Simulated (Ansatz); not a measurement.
**GaNH₃ radical: one structure at several levels**

A test off equilibrium: a structure displaced at random from a GFN2-xTB minimum is computed at several levels, and each is set against CCSD(T).

Computed with Ansatz 0.2.0, Gaussian basis. Level: single points in def2-TZVPP.

Cores are frozen in the correlated methods. Filled d shells of the heavier atoms are correlated. Orbitals are unrestricted. B3LYP uses VWN-RPA correlation.

## 1. The system as given

SMILES `[NH2][GaH]`, 5 atoms, charge 0, spin multiplicity 2.

Atoms are counted from 1 here; the program's logs count them from 0.

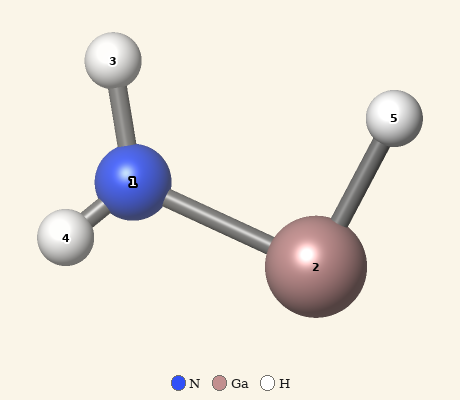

Start geometry, drawn with nitrogen blue, gallium pink, hydrogen white; atoms are numbered from 1 in the order of the file.

Coordinates:

```
N    -0.16200   -0.73230    0.08960
Ga    1.25990    0.80810    0.53010
H    -1.18740   -0.55890   -0.68510
H    -0.15310   -1.44100    0.68180
H     0.42340    2.04300   -0.45200
```

## 2. CCSD(T)/def2-TZVPP

The input, run/in.yaml:

```yaml
crystal:
  periodic: [false, false, false]
  atoms:
    - {symbol: N, position_ang: [-0.162000, -0.732300, 0.089600]}
    - {symbol: Ga, position_ang: [1.259900, 0.808100, 0.530100]}
    - {symbol: H, position_ang: [-1.187400, -0.558900, -0.685100]}
    - {symbol: H, position_ang: [-0.153100, -1.441000, 0.681800]}
    - {symbol: H, position_ang: [0.423400, 2.043000, -0.452000]}
basis:
  gaussian: {orbitals: def2-TZVPP}
magnetization: {spin_polarized: true, initial_magnetization: 1}
correlation: {method: ccsd_t}
scf: {omitted_lower_state_checks: [cluster_reference]}
output: {forces: true}
```

The command line of these runs was not kept.

## 3. PBE0-D4/def2-TZVPP

Changes to run/in.yaml since step 2:

```diff
@@ -11,4 +11,3 @@
 magnetization: {spin_polarized: true, initial_magnetization: 1}
-correlation: {method: ccsd_t}
-scf: {omitted_lower_state_checks: [cluster_reference]}
-output: {forces: true}
+hamiltonian: {xc: pbe0, dispersion: d4}
+output: {forces: true, orbitals: {seedname: orbitals}}
```

## 4. wB97M-V/def2-TZVPP

Changes to run/in.yaml since step 3:

```diff
@@ -11,3 +11,3 @@
 magnetization: {spin_polarized: true, initial_magnetization: 1}
-hamiltonian: {xc: pbe0, dispersion: d4}
-output: {forces: true, orbitals: {seedname: orbitals}}
+hamiltonian: {xc: {name: wB97M-V}}
+output: {forces: true}
```

## 5. r2SCAN-D4/def2-TZVPP

Changes to run/in.yaml since step 4:

```diff
@@ -11,3 +11,3 @@
 magnetization: {spin_polarized: true, initial_magnetization: 1}
-hamiltonian: {xc: {name: wB97M-V}}
+hamiltonian: {xc: r2scan, dispersion: d4}
 output: {forces: true}
```

## 6. PBE-D4/def2-TZVPP

Changes to run/in.yaml since step 5:

```diff
@@ -11,3 +11,3 @@
 magnetization: {spin_polarized: true, initial_magnetization: 1}
-hamiltonian: {xc: r2scan, dispersion: d4}
+hamiltonian: {xc: pbe, dispersion: d4}
 output: {forces: true}
```

## 7. B3LYP-D4/def2-TZVPP

Changes to run/in.yaml since step 6:

```diff
@@ -11,3 +11,3 @@
 magnetization: {spin_polarized: true, initial_magnetization: 1}
-hamiltonian: {xc: pbe, dispersion: d4}
+hamiltonian: {xc: {name: B3LYP}, dispersion: d4}
 output: {forces: true}
```

## 8. revPBE-D4/def2-TZVPP

Changes to run/in.yaml since step 7:

```diff
@@ -11,3 +11,3 @@
 magnetization: {spin_polarized: true, initial_magnetization: 1}
-hamiltonian: {xc: {name: B3LYP}, dispersion: d4}
+hamiltonian: {xc: {name: revPBE}, dispersion: d4}
 output: {forces: true}
```

(Steps that only read results are left out.)

What does the calculation give? Wanted: energy less free atoms, CCSD(T)/def2-TZVPP; RMS force component; RMS force error; HOMO and LUMO, PBE0-D4; T1 diagnostic.

As calculated:

```
                                  quantity                                                                                              value
energy less free atoms, CCSD(T)/def2-TZVPP                                                                                    -246.2 kcal/mol
                       RMS force component                                                               3.184 to 3.289 eV/Å over the methods
                           RMS force error  PBE0-D4 0.101, wB97M-V 0.074, r2SCAN-D4 0.077, PBE-D4 0.242, B3LYP-D4 0.188, revPBE-D4 0.285 eV/Å
                    HOMO and LUMO, PBE0-D4                                                                                 -6.28 and -3.60 eV
                             T1 diagnostic                                                                                              0.022
```

**Reading.** Against CCSD(T) the functionals' energies less atoms differ by -18.9 to -5.7 kcal/mol, PBE-D4 by -18.9 kcal/mol. A larger basis would deepen the CCSD(T) value, while the functionals are nearly converged already, so the order here is not reliable. On forces the order runs from wB97M-V to revPBE-D4.
